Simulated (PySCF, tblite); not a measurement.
# C₇H₆FO radical: geometry, infrared bands and EPR parameters

Wanted: the infrared bands and EPR parameters of C₇H₆FO radical (`[O]Cc1ccccc1F`), by calculation.

The runs use tblite 0.8.0 and PySCF 2.14.0, with density-fitted response routines of our own; the level of theory stands in each step. All values are computed, except where a source is named. Atoms count from 0, in the outputs and in this text.

**1. The molecule as given**

15 atoms, charge 0, multiplicity 2; geometry from: force field or distance geometry start.

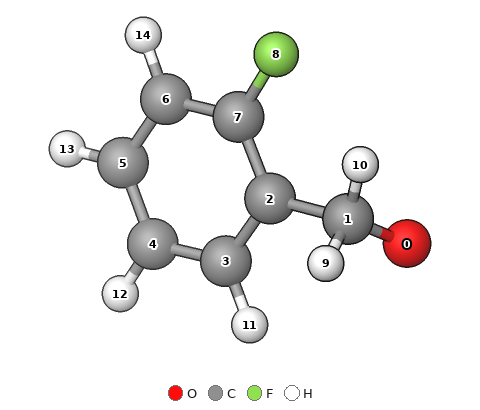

The starting geometry (oxygen red, carbon grey, fluorine green, hydrogen white), atoms numbered; sticks join atoms by distance.

**2. Relaxing the molecule with GFN2-xTB**

Job settings and geometry (Å):

```
{"job": {"kind": "relax", "xc": "GFN2-xTB", "basis": "xTB"}, "charge": 0, "multiplicity": 2}
O      2.582000    -0.614800    -1.333900
C      2.205800    -0.435400    -0.079500
C      0.721100    -0.139200    -0.039500
C     -0.223000    -1.115700    -0.418000
C     -1.597300    -0.872600    -0.358500
C     -2.068000     0.373100     0.049800
C     -1.151800     1.364300     0.422700
C      0.225600     1.109400     0.383900
F      1.057000     2.077500     0.777700
H      2.322400    -1.282200     0.638300
H      2.693800     0.360600     0.506000
H      0.146000    -2.089800    -0.749600
H     -2.296800    -1.645600    -0.659100
H     -3.124400     0.574000     0.079700
H     -1.496800     2.344400     0.757900
```

On the command line:

```console
OMP_NUM_THREADS=1 python probes_run.py task.json out
```

The driver reads the jobs from task.json and runs them one after another.

What it wrote:

```text
step      E/eV     max force
  0    -727.27351    1.572
  1    -727.36764    0.975
  2    -727.43831    0.560
  3    -727.46810    0.382
  4    -727.47955    0.294
  5    -727.48657    0.189
  6    -727.49052    0.199
  7    -727.49475    0.177
  8    -727.49677    0.111
  9    -727.49814    0.093
 10    -727.49937    0.112
 11    -727.50075    0.135
 12    -727.50210    0.119
 13    -727.50327    0.081
 14    -727.50434    0.089
 15    -727.50580    0.127
 16    -727.50845    0.181
 17    -727.51298    0.180
 18    -727.51817    0.239
 19    -727.52324    0.249
 20    -727.53268    0.265
 21    -727.54114    0.262
 22    -727.55175    0.277
 23    -727.56129    0.249
 24    -727.56559    0.685
 25    -727.56595    0.480
 26    -727.58472    0.221
 27    -727.59187    0.239
 28    -727.60123    0.367
 29    -727.60638    0.218
 30    -727.61373    0.381
 31    -727.62056    0.174
 32    -727.62504    0.184
 33    -727.62865    0.129
 34    -727.62983    0.341
 35    -727.63305    0.116
 36    -727.63574    0.101
 37    -727.63948    0.083
 38    -727.64091    0.120
 39    -727.64255    0.105
 40    -727.64419    0.082
 41    -727.64549    0.066
 42    -727.64638    0.111
 43    -727.64682    0.119
 44    -727.64748    0.048
 45    -727.64772    0.038
 46    -727.64801    0.027
 47    -727.64822    0.031
 48    -727.64844    0.031
 49    -727.64861    0.031
 50    -727.64877    0.035
 51    -727.64893    0.034
 52    -727.64908    0.029
 53    -727.64924    0.027
 54    -727.64941    0.023
 55    -727.64954    0.023
 56    -727.64961    0.019
 57    -727.64966    0.021
 58    -727.64972    0.020
 59    -727.64977    0.014
 60    -727.64982    0.011
 61    -727.64985    0.011
 62    -727.64987    0.012
 63    -727.64989    0.013
 64    -727.64993    0.012
 65    -727.64996    0.011
 66    -727.64997    0.009
```

It took 0.3 s on 1 thread of Arm Neoverse V2, shared host.

Along the way: (not every step is listed)

| step | energy from step 0 (eV) | largest force (eV/Å) |
| --- | --- | --- |
| 0 | 0.0000 | 1.5719 |
| 1 | -0.0941 | 0.9752 |
| 2 | -0.1648 | 0.5596 |
| 3 | -0.1946 | 0.3821 |
| 4 | -0.2060 | 0.2942 |
| 5 | -0.2131 | 0.1892 |
| 6 | -0.2170 | 0.1994 |
| 7 | -0.2212 | 0.1775 |
| 8 | -0.2233 | 0.1106 |
| 13 | -0.2298 | 0.0811 |
| 18 | -0.2447 | 0.2388 |
| 23 | -0.2878 | 0.2491 |
| 28 | -0.3277 | 0.3668 |
| 33 | -0.3551 | 0.1289 |
| 38 | -0.3674 | 0.1196 |
| 43 | -0.3733 | 0.1194 |
| 48 | -0.3749 | 0.0313 |
| 53 | -0.3757 | 0.0267 |
| 58 | -0.3762 | 0.0197 |
| 61 | -0.3763 | 0.0110 |
| 62 | -0.3764 | 0.0118 |
| 63 | -0.3764 | 0.0132 |
| 64 | -0.3764 | 0.0117 |
| 65 | -0.3764 | 0.0112 |
| 66 | -0.3765 | 0.0095 |

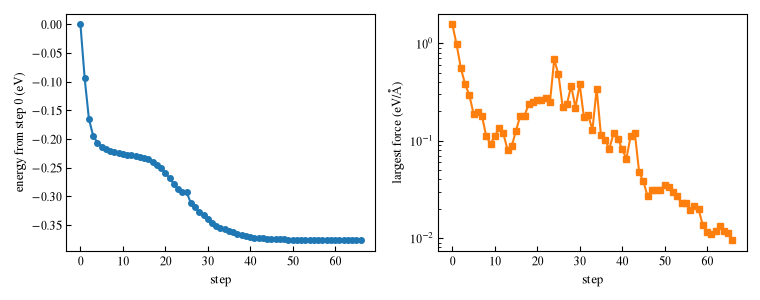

Energy and largest force along the relaxation.

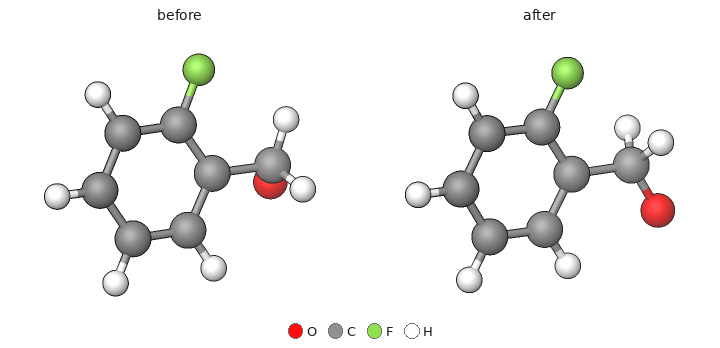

The geometry before (left) and after (right).

Close pairs (by a distance rule), those that changed most:

| bond | before (Å) | after (Å) | change (Å) |
| --- | --- | --- | --- |
| C6–C7 | 1.401 | 1.380 | -0.022 |
| C1–H10 | 1.102 | 1.124 | +0.022 |
| C2–C3 | 1.410 | 1.392 | -0.018 |
| O0–C1 | 1.322 | 1.304 | -0.018 |
| C7–F8 | 1.335 | 1.353 | +0.017 |
| C3–C4 | 1.397 | 1.381 | -0.015 |
| C2–C7 | 1.408 | 1.394 | -0.015 |
| C5–C6 | 1.400 | 1.386 | -0.014 |

The end geometry stands in the next job.

**3. Vibrational analysis with GFN2-xTB**

Job settings and geometry (Å):

```
{"job": {"kind": "ir", "xc": "GFN2-xTB", "basis": "xTB"}, "charge": 0, "multiplicity": 2}
O      2.570256    -1.544060    -0.633244
C      2.153018    -0.435585    -0.087615
C      0.672756    -0.165689    -0.039492
C     -0.248079    -1.064228    -0.570159
C     -1.602499    -0.796812    -0.521425
C     -2.062346     0.377998     0.056933
C     -1.166501     1.289464     0.593752
C      0.182189     1.004031     0.538569
F      1.062771     1.888869     1.059995
H      2.566691    -0.323911     0.950899
H      2.655989     0.452952    -0.556748
H      0.134451    -1.969224    -1.017385
H     -2.304244    -1.503056    -0.937322
H     -3.120321     0.588164     0.092499
H     -1.498545     2.209077     1.048832
```

What it wrote:

```text
mode    cm-1     km/mol
  1      76.5     25.69
  2     151.0      9.95
  3     171.5     10.07
  4     242.1      0.28
  5     313.0      0.46
  6     399.7      6.26
  7     477.0     10.36
  8     486.4      1.73
  9     512.2      6.94
 10     583.2     38.27
 11     586.1     19.34
 12     696.1      4.29
 13     782.7     58.03
 14     790.6      8.70
 15     806.8     21.50
 16     882.8      0.19
 17     918.3      2.46
 18     928.8      0.26
 19    1062.9      0.01
 20    1072.5      4.97
 21    1077.8     17.40
 22    1164.1      2.23
 23    1170.9      7.56
 24    1197.4     77.40
 25    1227.5     56.53
 26    1242.9     53.22
 27    1246.5     18.89
 28    1328.8      9.12
 29    1331.6     37.24
 30    1433.3     21.85
 31    1455.9     70.18
 32    1567.1     22.46
 33    1589.9     50.50
 34    2519.6      3.75
 35    2622.9     12.04
 36    3092.1      3.49
 37    3098.6     10.52
 38    3106.0     17.30
 39    3112.6     12.50
```

Run time: 0.34 s. Hardware: 1 thread of Arm Neoverse V2, shared host.

The strongest bands and the atoms that carry them (share of the mass-weighted mode):

```
cm⁻¹  km/mol                                   atoms
 583    38.3     C1 25 %, H10 16 %, H9 15 %, C7 11 %
 783    58.0  H13 27 %, H12 25 %, H14 16 %, H11 11 %
1197    77.4    H10 19 %, H9 19 %, C1 14 %, H11 13 %
1228    56.5             C7 29 %, H13 20 %, H14 12 %
1243    53.2   H11 19 %, H9 15 %, H10 15 %, H12 11 %
1332    37.2     C1 34 %, O0 25 %, H9 18 %, H10 18 %
1456    70.2      C7 18 %, C2 18 %, C6 16 %, C3 13 %
1590    50.5      C7 24 %, C4 24 %, C6 19 %, C3 18 %
```

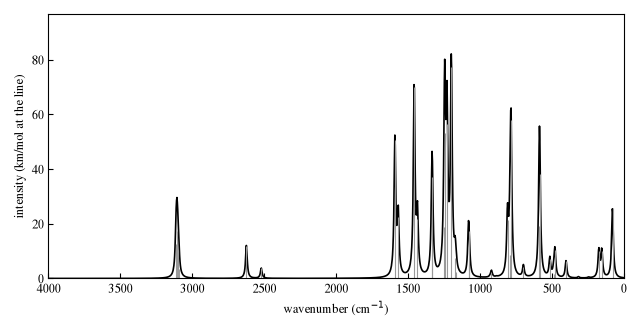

The infrared spectrum from these modes, unscaled. Lines are broadened to a width of 14 cm⁻¹ (Lorentzian).

**4. g tensor and hyperfine couplings: B3LYP/pcH-1**

The job, as its differences from that of step 3:

```diff
@@ -1,2 +1,2 @@
-{"job": {"kind": "ir", "xc": "GFN2-xTB", "basis": "xTB"}, "charge": 0, "multiplicity": 2}
+{"job": {"kind": "epr", "basis": "pcH-1"}, "charge": 0, "multiplicity": 2}
 O      2.570256    -1.544060    -0.633244
```

Level: UKS B3LYP, pcH-1 on C F H O, non-relativistic, mean-field spin-orbit, GIAO.

What it wrote:

```text
UKS, coarse grid
  cycle   1  E = -445.04078995  |g| = 7.93e-01
  cycle   2  E = -437.23765697  |g| = 2.68e+00
  cycle   3  E = -445.07138763  |g| = 5.98e-01
  cycle   4  E = -445.30374906  |g| = 3.47e-01
  cycle   5  E = -445.34882868  |g| = 2.02e-01
  cycle   6  E = -445.35927598  |g| = 1.42e-01
  cycle   7  E = -445.36655945  |g| = 8.38e-02
  cycle   8  E = -445.36994052  |g| = 2.21e-02
  cycle   9  E = -445.37014440  |g| = 8.05e-03
  cycle  10  E = -445.37017336  |g| = 2.97e-03
  cycle  11  E = -445.37017742  |g| = 8.46e-04
UKS, final grid
  cycle   1  E = -445.37015965  |g| = 1.32e-03
  cycle   2  E = -445.37015721  |g| = 2.48e-03
  cycle   3  E = -445.37016066  |g| = 1.31e-04
  cycle   4  E = -445.37016068  |g| = 8.83e-05
  cycle   5  E = -445.37016069  |g| = 4.22e-05
  cycle   6  E = -445.37016069  |g| = 1.80e-05
E = -445.37016069 Eh   <S^2> = 0.7545 (exact 0.7500)
g shifts (ppm)      1          2          3
  rmc          -267       -267       -267
  gc            -11         24         41
  oz_so          -8       5460      35883
  total        -285       5218      35658
hyperfine (MHz)  atom isotope    a_iso     a_fc   dipolar eigenvalues
    0   17O     -48.33     -48.33   -247.08    122.93    124.15
    1   13C     -47.71     -47.71     -8.24      3.94      4.30
    2   13C      -6.63      -6.63     -1.67     -0.24      1.91
    3   13C      -0.33      -0.33     -1.37      0.64      0.73
    4   13C      -0.70      -0.70     -0.25     -0.13      0.38
    5   13C       1.06       1.06     -1.40     -0.92      2.32
    6   13C      -1.43      -1.43     -0.99      0.25      0.74
    7   13C       1.23       1.23     -1.87     -0.71      2.58
    8   19F       0.52       0.52     -3.01      0.62      2.39
    9    1H     275.59     275.59     -8.49     -4.11     12.61
   10    1H     276.05     276.05     -8.48     -4.13     12.61
   11    1H      -0.55      -0.55     -3.60     -3.43      7.03
   12    1H      -0.16      -0.16     -0.67     -0.39      1.06
   13    1H      -1.03      -1.03     -0.93     -0.37      1.30
   14    1H       0.21       0.21     -0.55     -0.38      0.94
```

Run time: 69 s. Hardware: 1 thread of Arm Neoverse V2, shared host; peak memory 1.1 GiB.

Principal g values 2.00203, 2.00754, 2.03798; g(iso) = 2.01585, against 2.00232 for a free electron. They are not to be trusted: the run shows nearly degenerate orbitals, where second-order g theory doesn't apply.

Mean a(iso) over the nuclei that a row names, and the largest dipolar term of the row (other rows stand at the frozen geometry):

```
 nuclei  isotope  a(iso) (MHz)  a(iso) (G, at g = 2.0023)  largest dipolar term (MHz)
H9, H10       1H         275.8                       98.4                        12.6
     O0      17O         -48.3                      -17.2                      -247.1
     C1      13C         -47.7                      -17.0                        -8.2
     C2      13C          -6.6                       -2.4                         1.9
     C6      13C          -1.4                       -0.5                        -1.0
     C7      13C           1.2                        0.4                         2.6
     C5      13C           1.1                        0.4                         2.3
    H13       1H          -1.0                       -0.4                         1.3
     C4      13C          -0.7                       -0.2                         0.4
    H11       1H          -0.5                       -0.2                         7.0
     F8      19F           0.5                        0.2                        -3.0
     C3      13C          -0.3                       -0.1                        -1.4
    H14       1H           0.2                        0.1                         0.9
    H12       1H          -0.2                       -0.1                         1.1
```

Mulliken spin populations:

O0 0.82; C1 -0.09; C2 0.00; C3 0.01; C4 0.00; C5 0.02; C6 -0.01; C7 0.01; F8 0.00; H9 0.12; H10 0.12; H11 0.00; H12 0.00; H13 0.00; H14 0.00

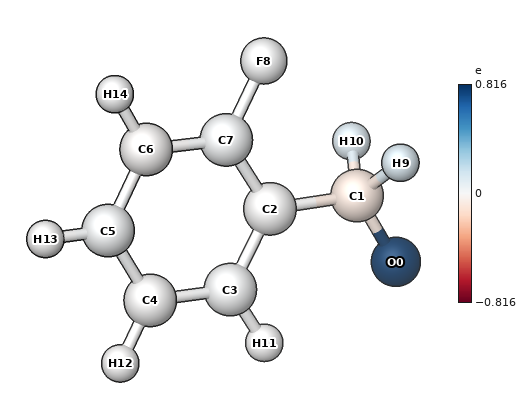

Mulliken spin populations, as colours on the atoms.

Orbitals, density, ELF and potential are computed afterwards from the orbital file.

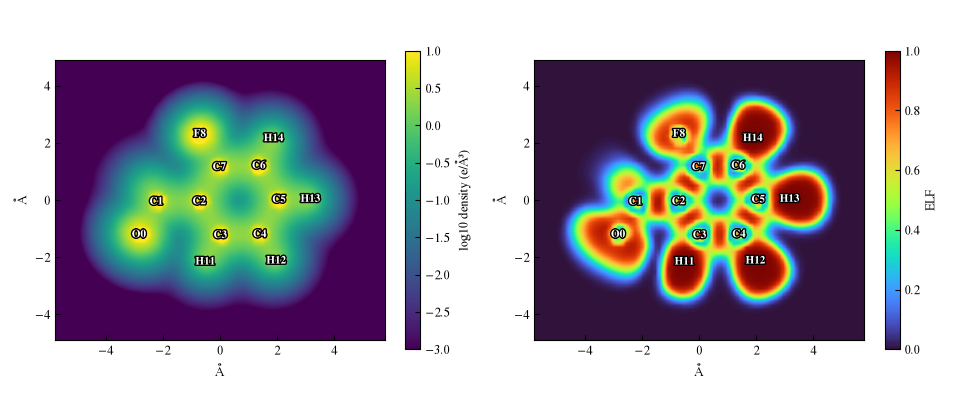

Density (left) and ELF (right) in a plane through or near 13 of the atoms.

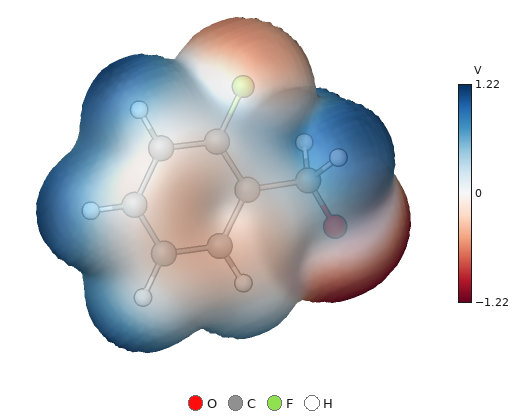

The potential that a unit positive charge feels on the 0.002 e/bohr³ surface, from -1.22 V near O0 to 1.10 V near H10.

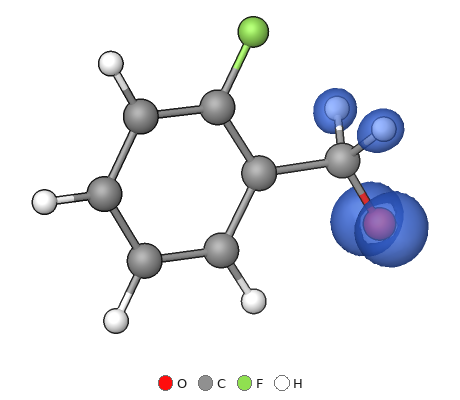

Spin density at ±0.1 e/Å³ (alpha excess blue, beta excess red).

**5. Outcome**

| quantity | value |
| --- | --- |
| strongest single infrared mode (GFN2-xTB) | 1197 cm⁻¹, 77 km/mol |
| zero-point energy (GFN2-xTB) | 66.5 kcal/mol |
| g(iso) (B3LYP) | 2.01585 |
| ⟨S²⟩ | 0.754 (exact 0.75) |
| largest a(iso) (averaged by class) | 1H on H9, H10, 275.8 MHz |
| potential on the surface of density 0.002 e/bohr³, 1st and 99th percentile | -1.22 V and 1.10 V |
| property runs in this session | 1, of which 0 failed and 1 gave unsound results |

In words: Relaxing lowered the energy by 0.376 eV in 66 steps; the close pair that moved most is C6–C7, from 1.401 to 1.380 Å. No mode is imaginary among the 39: a minimum at this level. The strongest single mode, at 1197 cm⁻¹, is spread over several atoms, H10, H9, C1, H11 among them. Unscaled tight-binding wavenumbers are off by several per cent, some by more. Its intensities can rank the bands wrongly. Most of the unpaired spin sits on O0 (0.82 e). The isotropic g lies 13.5 ppt above the free-electron value. These values are not to be trusted: the run shows nearly degenerate orbitals, where second-order g theory doesn't apply.
